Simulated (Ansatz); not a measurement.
# Pressure series in SiC

The reference is SiC in the wurtzite structure (space group P6_3mc, No. 186; a = 3.076 Å, c = 5.048 Å).

Cell and atoms are relaxed at each pressure.

Calculations: PBEsol in Ansatz (plane waves to 420 eV, PAW, spin-orbit coupling left out).

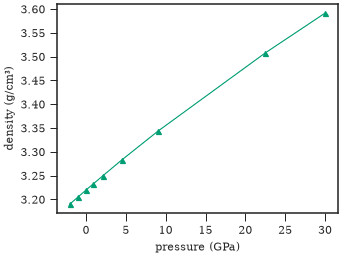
Density against pressure

Question: From the plot, what is the density for pressure −2 GPa?

Answer: About 3.19 g/cm³.

Question: Is the trend monotonic over the range shown?

Answer: Yes, it rises throughout, spanning 3.19 g/cm³ to 3.59 g/cm³.

Load acts through the strain it causes; cell and atoms are relaxed under it. Whether these cells are dynamically stable was not tested. No other phases were tried under pressure.

Ansatz is a quantum-chemistry and plane-wave program.
